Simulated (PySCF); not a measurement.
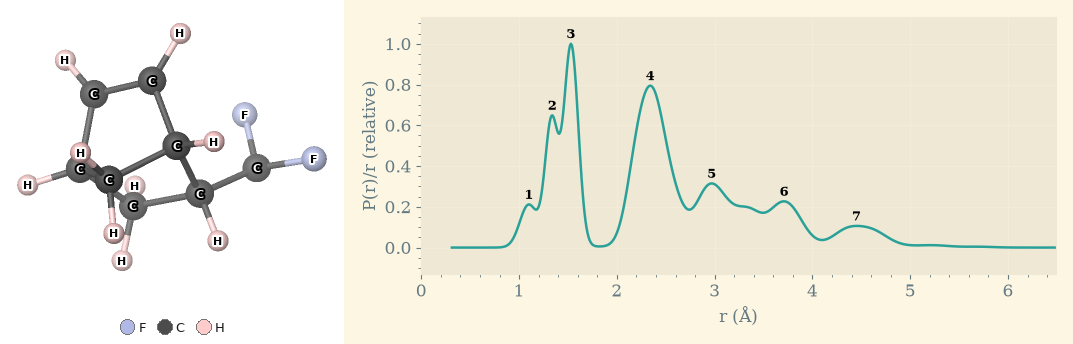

Simulated gas electron diffraction: radial distribution curve of C₈H₉F₂ (spin multiplicity 2). Each pair of atoms contributes with weight ZᵢZⱼ/r; damping constant 0.001 Å²; vibrational amplitudes assumed, not computed: 0.05 Å for bonds, 0.078 Å for bonds to H, 0.06 + 0.015 r up to 0.15 Å for other pairs. The geometry is the end point of an optimisation (PBE0-D3(BJ)/def2-SVP geometry optimisation, gas phase (PySCF 2.14.0, density-fitted response routines)); it may be a saddle point or a higher isomer. SMILES: F[C](F)[C@@H]1C[C@@H]2C=C[C@H]1C2.

Q: Assign the numbered peaks of the radial distribution curve (– bonded, ··· not bonded).

A: Peak 1, 1.10 Å: C–H 1.09–1.10 Å (×9)
Peak 2, 1.34 Å: F–C 1.33 Å (×2), C–C 1.34 Å
Peak 3, 1.53 Å: C–C 1.48–1.58 Å (×8), not resolved
Peak 4, 2.34 Å: F···F 2.17 Å, C···H 2.17–2.59 Å (×21), C···C 2.24–2.59 Å (×13), F···C 2.37–2.40 Å (×2), not resolved
Peak 5, 2.97 Å: C···C 2.84–3.03 Å (×3), C···H 2.85–3.24 Å (×8), F···C 2.91–3.14 Å (×4), not resolved; in its flanks C···H 3.24–3.43 Å, F···C 3.37 Å
Peak 6, 3.71 Å: C···C 3.61–3.75 Å (×3), F···C 3.63–3.83 Å (×3), F···H 3.66–3.95 Å (×5), not resolved
Peak 7, 4.45 Å: F···C 4.30–4.65 Å (×4), F···H 4.36–4.76 Å (×3), not resolved
